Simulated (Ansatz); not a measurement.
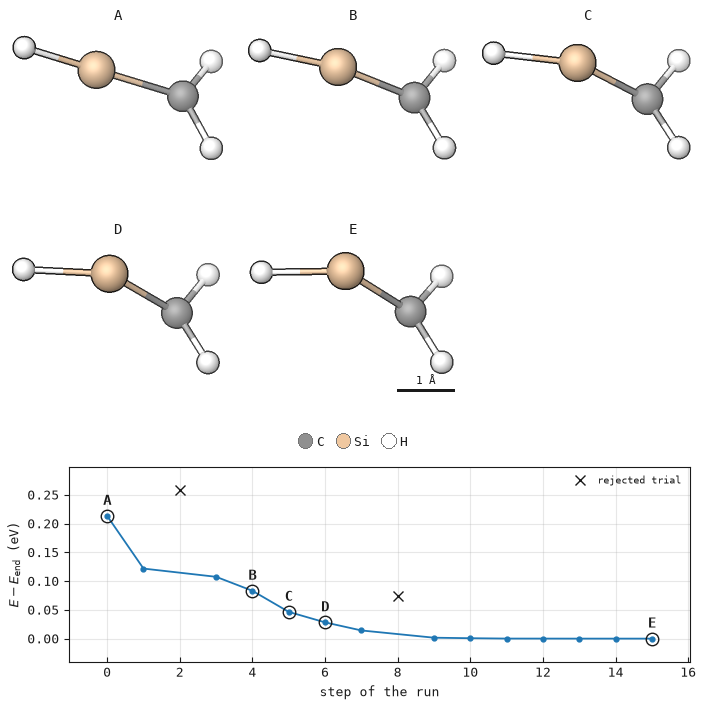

Frames of a relaxation of CH$_{3}$Si (charge +1), marked on the history of the run. Style: ball-and-stick. Shown at a tilt.

These are results of RKS PBE0-D4/def2-TZVP in Ansatz 0.2.0, not measurements. Settings: force threshold 0.005 eV/Å; at most 200 steps.

> What happens along the run?

The atom that moves furthest after the best rigid fit is the Si atom (0.47 Å). By element the largest moves are Si 0.47 Å, H 0.33 Å, C 0.14 Å. Near-neighbour distances that change, for instance: H–Si 1.450 → 1.484 Å, C–Si 1.736 → 1.713 Å, C–H 1.087 → 1.094 Å. Bond angles that change, for instance: C–Si–H 179.9° → 130.6°, H–C–H 116.8° → 113.6°. Over 13 accepted moves (15 points after the start) the energy falls by 0.213 eV. The largest force component goes from 2.7 to 0.0047 eV/Å. The line search rejected the trial steps at points 2, 8 of the run. From step 0 to 4: the Si atom moves most (0.15 Å), energy −0.130 eV. From step 4 to 5: the Si atom moves most (0.15 Å), energy −0.037 eV. From step 5 to 6: the Si atom moves most (0.11 Å), energy −0.018 eV. From step 6 to 15: an H atom moves most (0.10 Å), energy −0.028 eV.

```csv
step,"E − E(0), eV","largest force component, eV/Å",note
0,0.0000,2.6919,
1,-0.0915,1.1100,
2,0.0443,1.5333,rejected
3,-0.1058,0.3382,
4,-0.1302,0.4352,
5,-0.1668,0.8217,
6,-0.1850,0.4647,
7,-0.1991,0.3307,
8,-0.1394,0.9690,rejected
9,-0.2117,0.1880,
10,-0.2126,0.1096,
11,-0.2132,0.0553,
12,-0.2132,0.0267,
13,-0.2133,0.0074,
14,-0.2133,0.0075,
15,-0.2133,0.0047,
```
